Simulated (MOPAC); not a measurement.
C2H7ClSn (charge +1): geometry relaxation (part 2 of 2)

Continued. System: C2H7ClSn, charge +1, multiplicity 2. Method: PM6-D3H4, unrestricted, dispersion D3H4 (MOPAC 23.2.5). The starting geometry was optimised with PM6-D3H4.

Geometry of the input (Å):
```
C  -1.0154  1.4722  -0.3027
Sn -0.5114  -0.5787  0.0579
C  1.5716  -0.7746  0.5190
Cl -0.7269  -1.6056  -2.0739
H  -0.3285  1.8731  -1.0678
H  -0.9114  2.0391  0.6348
H  -2.0518  1.5253  -0.6746
H  -1.5609  -1.4145  1.0734
H  2.1551  -0.2806  -0.2769
H  1.7725  -0.2958  1.4893
H  1.8307  -1.8456  0.5544
```

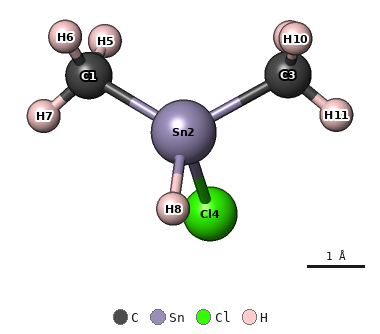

The geometry at step 64 of the log (ball-and-stick view, seen at a tilt; atoms are numbered from 1 in the order of the input).

## Trajectory as extended XYZ, continued
```
11
Properties=species:S:1:pos:R:3:forces:R:3 step=17 energy=9.32872
C    -1.0313    1.4302   -0.3699   -0.0544   0.0259  -0.0003
Sn   -0.5067   -0.5158    0.2313   -0.0227  -0.0107   0.0374
C     1.5618   -0.8128    0.4692    0.0151  -0.0367   0.0031
Cl   -0.7085   -1.6118   -2.2047    0.0193   0.0150   0.0075
H    -0.3437    1.8101   -1.1539   -0.0046  -0.0075   0.0098
H    -0.9576    2.1155    0.5063    0.0099  -0.0082  -0.0113
H    -2.0719    1.4756   -0.7515    0.0020  -0.0103  -0.0133
H    -1.6386   -1.5970    0.8516    0.0364   0.0442  -0.0104
H     2.1318   -0.3080   -0.3377    0.0139   0.0012  -0.0055
H     1.8887   -0.3738    1.4398   -0.0129   0.0049  -0.0050
H     1.8242   -1.8900    0.4761   -0.0020  -0.0179  -0.0119
11
Properties=species:S:1:pos:R:3:forces:R:3 step=23 energy=9.32519
C    -1.0607    1.4099   -0.4081    0.0076   0.0157   0.0169
Sn   -0.5106   -0.5076    0.2618   -0.0037  -0.0412   0.0035
C     1.5592   -0.8521    0.4396    0.0089  -0.0105   0.0031
Cl   -0.6655   -1.5602   -2.1923    0.0003  -0.0101  -0.0041
H    -0.3699    1.7760   -1.1961   -0.0267  -0.0062   0.0000
H    -1.0003    2.1202    0.4481   -0.0253   0.0210  -0.0098
H    -2.0996    1.4230   -0.7998    0.0414   0.0029   0.0080
H    -1.6362   -1.5502    0.9522    0.0256   0.0219  -0.0128
H     2.1230   -0.3430   -0.3696   -0.0059   0.0025   0.0131
H     1.9205   -0.4472    1.4128   -0.0128   0.0046  -0.0126
H     1.7937   -1.9362    0.4126   -0.0094  -0.0004  -0.0054
11
Properties=species:S:1:pos:R:3:forces:R:3 step=29 energy=9.32468
C    -1.0579    1.4149   -0.4003    0.0019   0.0007  -0.0016
Sn   -0.5097   -0.5077    0.2579    0.0012   0.0001   0.0012
C     1.5592   -0.8497    0.4420   -0.0070  -0.0013  -0.0024
Cl   -0.6690   -1.5690   -2.1943    0.0002  -0.0048   0.0029
H    -0.3706    1.7807   -1.1905    0.0045   0.0059  -0.0026
H    -1.0005    2.1274    0.4538   -0.0035  -0.0004   0.0045
H    -2.0952    1.4284   -0.7923   -0.0094   0.0003  -0.0012
H    -1.6354   -1.5536    0.9402    0.0052   0.0036  -0.0030
H     2.1243   -0.3391   -0.3644    0.0064   0.0021  -0.0056
H     1.9138   -0.4402    1.4151    0.0022  -0.0019   0.0086
H     1.7957   -1.9330    0.4168   -0.0017  -0.0044  -0.0007
11
Properties=species:S:1:pos:R:3:forces:R:3 step=35 energy=9.32441
C    -1.0625    1.4199   -0.3972   -0.0039   0.0016   0.0017
Sn   -0.5081   -0.5030    0.2551   -0.0044  -0.0064   0.0009
C     1.5587   -0.8547    0.4396    0.0029   0.0033   0.0013
Cl   -0.6655   -1.5769   -2.1907   -0.0016  -0.0027  -0.0005
H    -0.3751    1.7947   -1.1831    0.0055   0.0010   0.0001
H    -1.0128    2.1277    0.4617   -0.0023   0.0000  -0.0012
H    -2.0990    1.4290   -0.7925   -0.0014   0.0018  -0.0007
H    -1.6322   -1.5501    0.9378    0.0000   0.0030  -0.0015
H     2.1293   -0.3390   -0.3601    0.0010   0.0013   0.0004
H     1.9121   -0.4574    1.4184    0.0041  -0.0026   0.0008
H     1.7896   -1.9391    0.4041    0.0000  -0.0003  -0.0013
11
Properties=species:S:1:pos:R:3:forces:R:3 step=41 energy=9.32449
C    -1.0599    1.4227   -0.3921    0.0152   0.0011  -0.0085
Sn   -0.5076   -0.5040    0.2516   -0.0049   0.0034   0.0085
C     1.5602   -0.8493    0.4436   -0.0045  -0.0021  -0.0067
Cl   -0.6714   -1.5840   -2.1921   -0.0004  -0.0007   0.0026
H    -0.3689    1.7957   -1.1760   -0.0014   0.0108   0.0017
H    -1.0093    2.1286    0.4681    0.0012  -0.0054   0.0039
H    -2.0953    1.4386   -0.7890   -0.0086  -0.0107  -0.0031
H    -1.6350   -1.5565    0.9213    0.0062   0.0049  -0.0002
H     2.1308   -0.3319   -0.3552    0.0005  -0.0012   0.0030
H     1.9111   -0.4507    1.4227   -0.0025  -0.0032   0.0018
H     1.7942   -1.9332    0.4089   -0.0006   0.0032  -0.0030
11
Properties=species:S:1:pos:R:3:forces:R:3 step=46 energy=9.32431
C    -1.0631    1.4242   -0.3929    0.0037  -0.0011  -0.0018
Sn   -0.5073   -0.5010    0.2519    0.0027  -0.0010   0.0045
C     1.5595   -0.8539    0.4402    0.0009   0.0005  -0.0028
Cl   -0.6671   -1.5857   -2.1896   -0.0014   0.0007   0.0013
H    -0.3721    1.8039   -1.1734    0.0016   0.0019   0.0002
H    -1.0190    2.1278    0.4696   -0.0015  -0.0015   0.0003
H    -2.0977    1.4338   -0.7931    0.0003  -0.0012  -0.0019
H    -1.6332   -1.5502    0.9284    0.0003   0.0007   0.0007
H     2.1332   -0.3318   -0.3532   -0.0036   0.0020   0.0001
H     1.9115   -0.4658    1.4233   -0.0036  -0.0016   0.0007
H     1.7895   -1.9383    0.3957    0.0007   0.0005  -0.0012
11
Properties=species:S:1:pos:R:3:forces:R:3 step=52 energy=9.32411
C    -1.0596    1.4235   -0.3949   -0.0010   0.0031  -0.0034
Sn   -0.5081   -0.5016    0.2535    0.0032   0.0039   0.0017
C     1.5602   -0.8515    0.4362    0.0014   0.0021   0.0011
Cl   -0.6691   -1.5886   -2.1864   -0.0020   0.0003   0.0007
H    -0.3554    1.8096   -1.1603    0.0000   0.0008   0.0012
H    -1.0353    2.1237    0.4713   -0.0043  -0.0029  -0.0041
H    -2.0865    1.4296   -0.8150    0.0061   0.0022   0.0010
H    -1.6412   -1.5408    0.9340    0.0132  -0.0041   0.0001
H     2.1325   -0.3048   -0.3419   -0.0099  -0.0046   0.0064
H     1.9075   -0.4877    1.4303   -0.0023  -0.0059  -0.0033
H     1.7968   -1.9330    0.3633   -0.0043   0.0051  -0.0014
11
Properties=species:S:1:pos:R:3:forces:R:3 step=58 energy=9.32370
C    -1.0636    1.4295   -0.3982    0.0121   0.0007  -0.0084
Sn   -0.5071   -0.4928    0.2557   -0.0004  -0.0022   0.0053
C     1.5598   -0.8580    0.4246    0.0112  -0.0025  -0.0062
Cl   -0.6662   -1.6031   -2.1742   -0.0058   0.0040  -0.0006
H    -0.3286    1.8361   -1.1235   -0.0006   0.0073   0.0120
H    -1.0985    2.1189    0.4764    0.0017  -0.0041  -0.0096
H    -2.0673    1.4240   -0.8709    0.0042  -0.0111   0.0032
H    -1.6354   -1.5286    0.9484    0.0015  -0.0070   0.0035
H     2.1341   -0.2528   -0.3076   -0.0007  -0.0041   0.0168
H     1.9050   -0.5762    1.4460   -0.0136  -0.0054  -0.0182
H     1.7958   -1.9315    0.2672   -0.0096   0.0245   0.0023
11
Properties=species:S:1:pos:R:3:forces:R:3 step=64 energy=9.32363
C    -1.0634    1.4291   -0.3980    0.0272  -0.0039  -0.0052
Sn   -0.5071   -0.4932    0.2556   -0.0001  -0.0027  -0.0009
C     1.5597   -0.8571    0.4260   -0.0015  -0.0122  -0.0112
Cl   -0.6670   -1.6021   -2.1756   -0.0048   0.0042   0.0007
H    -0.3302    1.8337   -1.1263   -0.0058   0.0027   0.0029
H    -1.0925    2.1200    0.4749    0.0025   0.0045   0.0062
H    -2.0691    1.4245   -0.8652   -0.0099  -0.0093  -0.0059
H    -1.6325   -1.5333    0.9462   -0.0029  -0.0050   0.0045
H     2.1352   -0.2587   -0.3097    0.0054   0.0084  -0.0016
H     1.9039   -0.5683    1.4448   -0.0024   0.0038   0.0040
H     1.7949   -1.9314    0.2760   -0.0078   0.0095   0.0065
11
Properties=species:S:1:pos:R:3:forces:R:3 step=69 energy=9.32353
C    -1.0607    1.4278   -0.3989    0.0144  -0.0001  -0.0047
Sn   -0.5074   -0.4948    0.2559   -0.0011  -0.0003  -0.0003
C     1.5597   -0.8546    0.4264    0.0028  -0.0073  -0.0052
Cl   -0.6694   -1.6010   -2.1761   -0.0043   0.0029   0.0003
H    -0.3262    1.8331   -1.1254   -0.0045  -0.0012   0.0031
H    -1.0913    2.1187    0.4742    0.0000   0.0018   0.0023
H    -2.0654    1.4225   -0.8684   -0.0051  -0.0034  -0.0030
H    -1.6333   -1.5341    0.9472    0.0012  -0.0022   0.0016
H     2.1347   -0.2529   -0.3075    0.0010   0.0006   0.0018
H     1.9022   -0.5662    1.4462   -0.0013   0.0014   0.0003
H     1.7970   -1.9281    0.2754   -0.0031   0.0079   0.0037
11
Properties=species:S:1:pos:R:3:forces:R:3 step=75 energy=9.32347
C    -1.0584    1.4257   -0.4012   -0.0013  -0.0001   0.0010
Sn   -0.5074   -0.4963    0.2567    0.0017   0.0008  -0.0009
C     1.5601   -0.8526    0.4275   -0.0004   0.0000   0.0007
Cl   -0.6726   -1.5982   -2.1767   -0.0035   0.0008   0.0001
H    -0.3220    1.8304   -1.1257    0.0006   0.0010  -0.0007
H    -1.0916    2.1174    0.4714   -0.0014  -0.0002  -0.0005
H    -2.0621    1.4199   -0.8737    0.0009  -0.0012  -0.0005
H    -1.6313   -1.5366    0.9501   -0.0004   0.0003   0.0000
H     2.1343   -0.2480   -0.3045    0.0023   0.0006  -0.0001
H     1.9010   -0.5652    1.4482   -0.0001  -0.0001   0.0010
H     1.7993   -1.9250    0.2750    0.0017  -0.0018   0.0000
11
Properties=species:S:1:pos:R:3:forces:R:3 step=81 energy=9.32375
C    -1.0582    1.4230   -0.4057    0.0063  -0.0131  -0.0019
Sn   -0.5019   -0.4976    0.2530    0.0319   0.0129   0.0119
C     1.5675   -0.8481    0.4400   -0.0345  -0.0342  -0.0231
Cl   -0.6908   -1.5975   -2.1794    0.0046   0.0020   0.0064
H    -0.3146    1.8409   -1.1151    0.0017  -0.0088  -0.0064
H    -1.1106    2.1058    0.4715   -0.0036   0.0279   0.0213
H    -2.0546    1.4123   -0.8927   -0.0013  -0.0052  -0.0079
H    -1.6302   -1.5332    0.9461    0.0028  -0.0089  -0.0001
H     2.1456   -0.2340   -0.2792    0.0120   0.0283  -0.0228
H     1.9034   -0.5772    1.4657   -0.0199   0.0171   0.0234
H     1.8100   -1.9174    0.2732    0.0000  -0.0180  -0.0008
11
Properties=species:S:1:pos:R:3:forces:R:3 step=87 energy=9.32374
C    -1.0575    1.4247   -0.4011    0.0004   0.0109  -0.0070
Sn   -0.5092   -0.4970    0.2593   -0.0112  -0.0041  -0.0044
C     1.5577   -0.8533    0.4240    0.0212   0.0149   0.0146
Cl   -0.6685   -1.5948   -2.1767   -0.0063  -0.0018  -0.0020
H    -0.3218    1.8208   -1.1320   -0.0118   0.0049   0.0083
H    -1.0843    2.1239    0.4665    0.0017  -0.0226  -0.0148
H    -2.0632    1.4192   -0.8699    0.0057   0.0043   0.0067
H    -1.6299   -1.5417    0.9513   -0.0019   0.0067   0.0000
H     2.1300   -0.2517   -0.3132   -0.0060  -0.0167   0.0148
H     1.8991   -0.5580    1.4431    0.0095  -0.0091  -0.0182
H     1.7981   -1.9266    0.2780   -0.0015   0.0126   0.0019
11
Properties=species:S:1:pos:R:3:forces:R:3 step=93 energy=9.32340
C    -1.0591    1.4241   -0.4038   -0.0013  -0.0025   0.0022
Sn   -0.5048   -0.4963    0.2560    0.0010  -0.0005   0.0020
C     1.5626   -0.8525    0.4315   -0.0024  -0.0022  -0.0024
Cl   -0.6791   -1.5962   -2.1773   -0.0007   0.0000   0.0004
H    -0.3204    1.8334   -1.1231    0.0038  -0.0010  -0.0030
H    -1.1012    2.1144    0.4693   -0.0006   0.0041   0.0031
H    -2.0597    1.4140   -0.8825   -0.0015  -0.0005  -0.0018
H    -1.6290   -1.5360    0.9499    0.0009   0.0003  -0.0004
H     2.1393   -0.2440   -0.2952    0.0014   0.0020  -0.0021
H     1.8999   -0.5708    1.4549   -0.0005   0.0016   0.0019
H     1.8028   -1.9240    0.2740   -0.0001  -0.0012   0.0001
11
Properties=species:S:1:pos:R:3:forces:R:3 step=98 energy=9.32346
C    -1.0590    1.4191   -0.4105    0.0002   0.0113  -0.0045
Sn   -0.5015   -0.4971    0.2587   -0.0125  -0.0011  -0.0034
C     1.5653   -0.8523    0.4338    0.0149   0.0109   0.0106
Cl   -0.6886   -1.5888   -2.1774    0.0019  -0.0042  -0.0007
H    -0.3092    1.8305   -1.1181   -0.0097   0.0046   0.0099
H    -1.1228    2.1127    0.4596    0.0016  -0.0183  -0.0164
H    -2.0506    1.3994   -0.9085    0.0103   0.0057   0.0081
H    -1.6235   -1.5375    0.9551    0.0001   0.0024   0.0006
H     2.1456   -0.2323   -0.2815   -0.0154  -0.0146   0.0117
H     1.8956   -0.5832    1.4637    0.0074  -0.0095  -0.0171
H     1.8078   -1.9216    0.2629    0.0012   0.0128   0.0011
11
Properties=species:S:1:pos:R:3:forces:R:3 step=104 energy=9.32336
C    -1.0590    1.4243   -0.4043    0.0006  -0.0011   0.0021
Sn   -0.5048   -0.4959    0.2565    0.0030  -0.0007   0.0011
C     1.5626   -0.8529    0.4302   -0.0002   0.0019  -0.0011
Cl   -0.6793   -1.5970   -2.1762   -0.0012   0.0002   0.0002
H    -0.3163    1.8361   -1.1182    0.0038  -0.0008  -0.0012
H    -1.1087    2.1134    0.4693   -0.0011   0.0023   0.0016
H    -2.0561    1.4125   -0.8901   -0.0032  -0.0007  -0.0024
H    -1.6291   -1.5344    0.9519    0.0007  -0.0005  -0.0001
H     2.1392   -0.2390   -0.2923    0.0003   0.0003  -0.0004
H     1.8997   -0.5781    1.4556   -0.0016   0.0006   0.0010
H     1.8036   -1.9231    0.2654   -0.0012  -0.0015  -0.0008
11
Properties=species:S:1:pos:R:3:forces:R:3 step=110 energy=9.32335
C    -1.0586    1.4237   -0.4049    0.0002   0.0001  -0.0001
Sn   -0.5047   -0.4962    0.2568    0.0002   0.0005   0.0002
C     1.5627   -0.8523    0.4305   -0.0001   0.0001  -0.0004
Cl   -0.6803   -1.5963   -2.1764   -0.0007  -0.0003   0.0003
H    -0.3145    1.8350   -1.1178    0.0003   0.0002   0.0003
H    -1.1096    2.1134    0.4683   -0.0008  -0.0001   0.0001
H    -2.0551    1.4117   -0.8922    0.0006  -0.0003  -0.0004
H    -1.6282   -1.5356    0.9520   -0.0002   0.0001   0.0002
H     2.1394   -0.2378   -0.2914    0.0002  -0.0001   0.0001
H     1.8991   -0.5779    1.4562    0.0003  -0.0002   0.0000
H     1.8039   -1.9224    0.2651    0.0002   0.0000  -0.0002
```

## Results in brief

| quantity | value |
| --- | --- |
| outcome | converged |
| total energy | −24.235203 hartree |
| dispersion energy | −0.001721 hartree |
| heat of formation | 215.00 kcal/mol |
| basis functions | 28 |
| largest force | 0.001 eV/Å |
| ⟨S²⟩ | 0.751 |
| hardware | 1 thread of Intel Xeon (Sapphire Rapids), 64 GiB of memory available, shared host |
| wall time | 0.69 s |
| peak memory | 0.085 GiB |

MOPAC's energies along a path are heats of formation.
